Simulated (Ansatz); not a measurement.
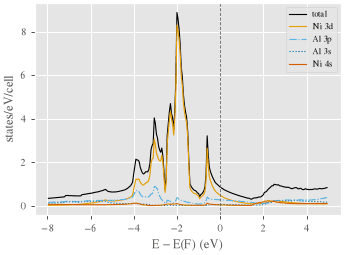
*Total and projected density of states of AlNi (CsCl type, Pm-3m), the program Ansatz at the PBE level (PAW)*

Problem. Which orbitals carry the states next to the Fermi level?

Solution. Within 0.5 eV of the Fermi level: Ni 3d 60 %, Al 3p 28 %. Projections are on Löwdin-orthogonalised atomic valence shells; empty p or d shells of many metals are not among them.

Problem. Where is the tallest occupied peak in this window, and what makes it?

Solution. Near -2.0 eV, about 8.9 states/eV per cell; the largest projected share is Ni 3d.

The cell was relaxed with PBE under the symmetry of its start. The workflow began spin-polarised and lost its moments.

Potentials: the later of the program's two PAW sets.
